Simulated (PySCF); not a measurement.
Molecule: SMILES C#CC[SiH2]c1ccco1. Atoms near the plane z = 0.0 Å, at the GFN2-xTB optimised geometry (x, y, z in Å): C1 (-2.1, -3.7, 0.0), C2 (-1.3, -2.8, 0.0), C3 (-0.4, -1.7, 0.0), Si4 (-1.3, 0.0, 0.0), C5 (0.0, 1.4, 0.0), C6 (1.3, 1.4, 0.0), C7 (1.8, 2.7, 0.0), C8 (0.6, 3.4, 0.0), O9 (-0.5, 2.6, 0.0), H10 (-2.8, -4.5, 0.0), H11 (0.3, -1.7, 0.8), H12 (0.2, -1.7, -0.9), H15 (2.0, 0.5, 0.0), H16 (2.8, 3.1, 0.0), H17 (0.4, 4.5, 0.0).

Method: CAM-B3LYP/def2-SVP in PySCF. Cells within 0.4 Å of a nucleus heavier than hydrogen are left out (blank, or x). The values are rescaled to run from 0 to 1.

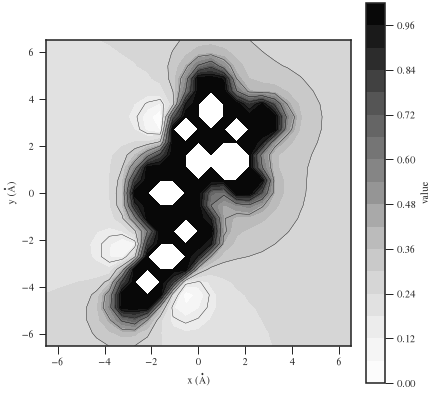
Figure: a field on the plane z = 0.0 Å.

### Question
Which quantity is mapped?
A. electron localisation function
B. log10 of the electron density
C. an orbital amplitude
D. electrostatic potential

### Answer
D, electrostatic potential. In full: electrostatic potential (hartree/e), clipped to [-0.08, 0.12].
